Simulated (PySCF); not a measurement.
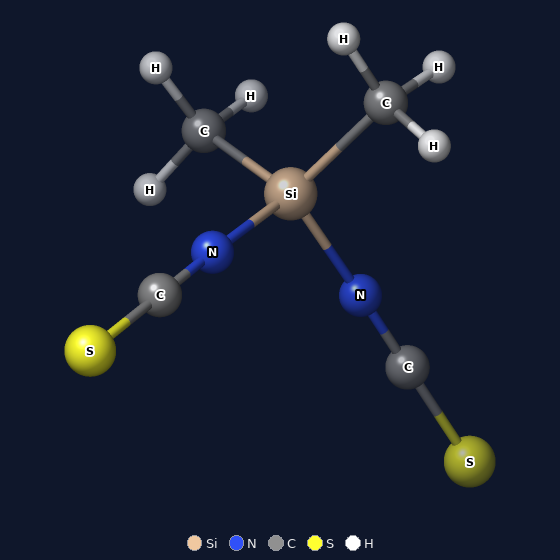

Geometry used (C₄H₆N₂S₂Si).

Simulated rotational absorption lines between 2 and 20 GHz at 3 K: rigid rotor with the equilibrium constants and dipole of one optimised conformer (PBE0-D3(BJ)/def2-SVP, PySCF), commonest isotopes; no centrifugal distortion, hyperfine structure, internal rotation or nuclear-spin weights; lines within 1 MHz of each other are summed.

### What are the rotational constants, and what kind of rotor is it?

Rotational constants A, B, C = 1.152, 0.4697, 0.3738 GHz; Ray's κ = −0.75, an asymmetric top on the prolate side.

### Which dipole components drive the lines?

|μa|, |μb|, |μc| = 0.01, 3.57, 0.00 D; b-type lines carry 100 % of the intensity in this range.

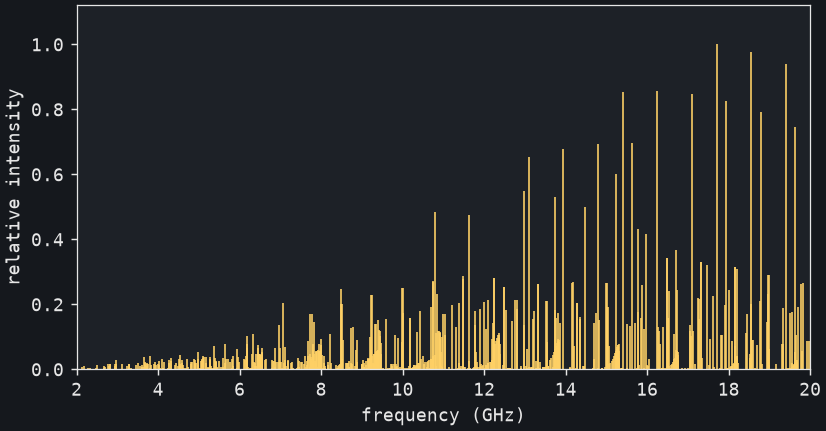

Caveats: coarse grid, loose stop and no frequency check, small forces are noise and the end may be a saddle.
